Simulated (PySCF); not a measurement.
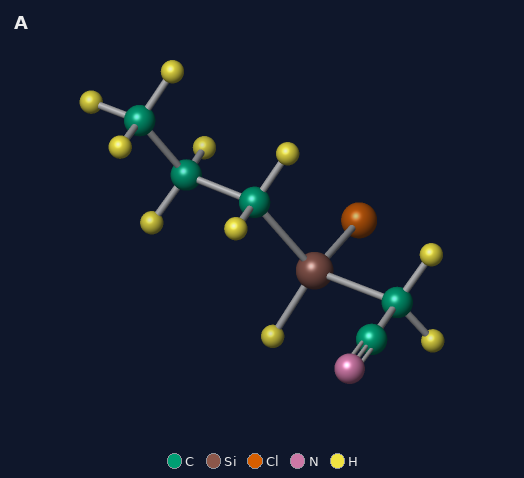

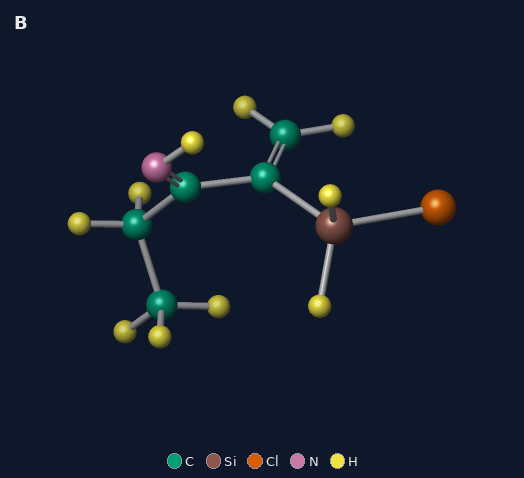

2 stationary structures of one formula. Geometries: GFN2-xTB. Electronic energies: PBE0/pcSseg-1 (PySCF 2.14.0), without zero-point energy. No frequency run is at hand to confirm each as a minimum. Each is one conformer, not always the lowest.

Are they conformers, stereoisomers or constitutional isomers?

They are constitutional isomers of C5H10ClNSi: A `CCC[Si@@H](Cl)CC#N`, B `[H]/N=C(/CC)C(=C)[SiH2]Cl`.

Which is lowest in energy, and by how much?

A is lowest; B lies 117.6 kJ/mol above it.

The geometry is semi-empirical. Around Si such bond lengths and angles can be off by a tenth of an ångström or more and by several degrees, and values that hang on the shape move with them.
